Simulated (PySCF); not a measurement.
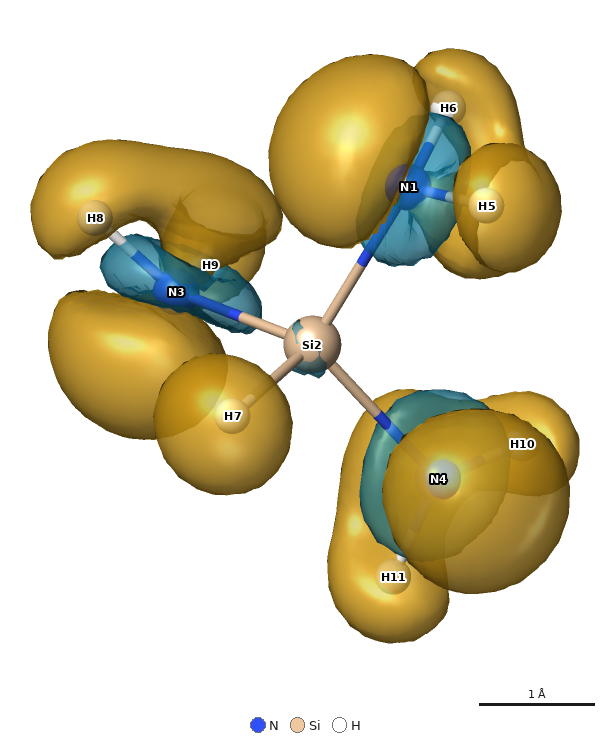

*H7N3Si, SMILES `N[SiH](N)N`. Fukui function f⁻ = ρ(N) − ρ(N−1) at fixed geometry, surfaces at ±0.02 e/Å³ (yellow positive, teal negative).*

Level of theory: PBE/def2-TZVP (PySCF), at a geometry from GFN2-xTB. No frequency check shows the geometry to be a minimum.

The calculation's input:

```python
import numpy as np
from pyscf import gto, scf, dft
from pyscf.scf import atom_ks, atom_hf
from scipy.linalg import block_diag

def solve(mol, dm0=None, hcore=None):
    mf = (dft.UKS if mol.spin else dft.RKS)(mol, xc='pbe')
    mf.grids.level = 3
    mf = mf.density_fit(auxbasis='def2-universal-jkfit')
    mf.conv_tol, mf.max_cycle = 1e-8, 80
    if hcore is not None:
        mf.get_hcore = lambda *args: hcore
    mf.kernel(dm0)
    if not mf.converged:
        mf = mf.newton().run(mf.mo_coeff, mf.mo_occ, max_cycle=30)
    assert mf.converged, 'SCF not converged'
    return mf

mol = gto.M(atom='''
N     -0.48507     1.57985     0.17189
Si    -0.00027    -0.00003    -0.34534
N      1.61102    -0.36965     0.17157
N     -1.12535    -1.21017     0.17199
H     -1.39172     1.90596    -0.11881
H     -0.32408     1.85141     1.12882
H     -0.00188     0.00009    -1.80260
H      2.34669     0.25243    -0.11939
H      1.76592    -0.64473     1.12850
H     -1.44080    -1.20665     1.12900
H     -0.95451    -2.15836    -0.11888
''', basis='def2-tzvp', charge=0, spin=0, verbose=4)
mf = solve(mol)
out = dict(e0=mf.e_tot, dm0=mf.make_rdm1(), c=mf.mo_coeff, occ=mf.mo_occ, eps=mf.mo_energy)
for name, dq, spin in [('cation', 1, 1)]:
    ion = mol.copy().set(charge=mol.charge + dq, spin=spin).build()
    mi = solve(ion)
    if spin and dq > 0 and mol.nao < 130:
        c, _, stable, _ = mi.stability(return_status=True)
        if not stable:
            mi = solve(ion, mi.make_rdm1(c, mi.mo_occ))
    print(name, 'vertical energy change / eV', (mi.e_tot - mf.e_tot) * 27.211386)
    out.update({'e_' + name: mi.e_tot, 'dm_' + name: mi.make_rdm1(), 's2_' + name: mi.spin_square()[0], 'eps_' + name: mi.mo_energy, 'occ_' + name: mi.mo_occ})
# spherically averaged free atoms, for the promolecule
atm = atom_ks.get_atm_nrks(mol, xc='pbe')
pro = block_diag(*[(atm[a[0]][2] * atm[a[0]][3]) @ atm[a[0]][2].T for a in mol._atom])
np.savez('result.npz', pro=pro, **out)
```

Launched as:

```sh
OMP_NUM_THREADS=1 python input.py
```

The run took 27 s on 1 thread of AMD EPYC 9R45 96-Core Processor (Zen 5), with other jobs on the host, peak memory 0.66 GiB.

Partitions, critical points and surface values were worked out afterwards from this run's density.

> Which atoms respond most to the removal of an electron?

f⁻ (Hirshfeld-condensed) is largest on N1, N3 and N4 (0.15 each) and Si2 (0.12); the vertical ionisation energy is 8.69 eV (the stability of the cation's solution wasn't checked). Condensed values hint at sites of electrophilic attack but needn't mark the atom that reacts. Shares this close don't rank the sites. Orbital relaxation makes it negative in places (0.14 e in all).
